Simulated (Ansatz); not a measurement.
Fields on a plane of Te (trigonal-Te type, space group P3_121)

```
CELL_PARAMETERS angstrom
      4.62355     0.00000     0.00000
     -2.31177     4.00411     0.00000
      0.00000     0.00000     5.90437
ATOMIC_POSITIONS crystal
  Te 0.25344 0.00000 0.33333
  Te 0.00000 0.25344 0.66667
  Te 0.74656 0.74656 0.00000
```

The slice is a (-1 1 0 2) plane (indices of the conventional cell) through the point (0.253, 0.000, 0.333) (fractional), spanned by u = [110] and v = [1 -1 1] in vectors of this cell: u (4.62 Å) and v (9.95 Å, at 90° to u). It covers one period; positions are fractions (u, v).

Atoms on it: Te at (0.00, 0.00). Other atoms lie within 1 Å of the plane.

All values below come from r2SCAN (plane waves to 500 eV, PAW, scalar-relativistic; Ansatz, a quantum-chemistry and plane-wave program). k mesh 8×8×6. Inside the PAW spheres the values are not all-electron values, and peaks at nuclei hang on which shells count as valence. Spin-orbit coupling is left out, though Te is heavy. Te was relaxed with its symmetry unable to fall. The PAW data are Ansatz's earlier set.

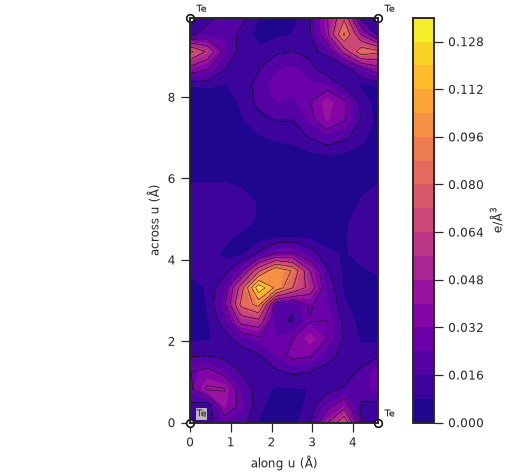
Figure: Density of the lowest conduction band (whole band as if filled, smooth part) in e/Å³, one period of the plane, atoms marked. 

```tsv
v \ u	0.00	0.18	0.36	0.55	0.73	0.91
0.92	0.38	0.75	0.17	0.28	0.54	0.40
0.83	0.39	0.21	0.39	0.60	0.57	0.44
0.75	0.07	0.02	0.58	0.76	0.71	0.32
0.67	0.04	0.03	0.07	0.52	0.43	0.07
0.58	0.20	0.31	0.07	0.02	0.02	0.09
0.50	0.63	0.70	0.28	0.04	0.03	0.36
0.42	0.40	0.44	0.38	0.57	0.34	0.15
0.33	0.04	0.36	0.37	0.31	0.75	0.10
0.25	0.03	0.64	0.40	0.16	0.61	0.10
0.17	0.42	0.16	0.76	0.61	0.23	0.37
0.08	0.48	0.60	0.11	0.07	0.69	0.58
0.00	x	0.49	0.50	0.07	0.66	x
```

Values: electron localisation function (ELF). Points within 0.5 Å of a nucleus are blanked (x), as the pseudised field means little there.
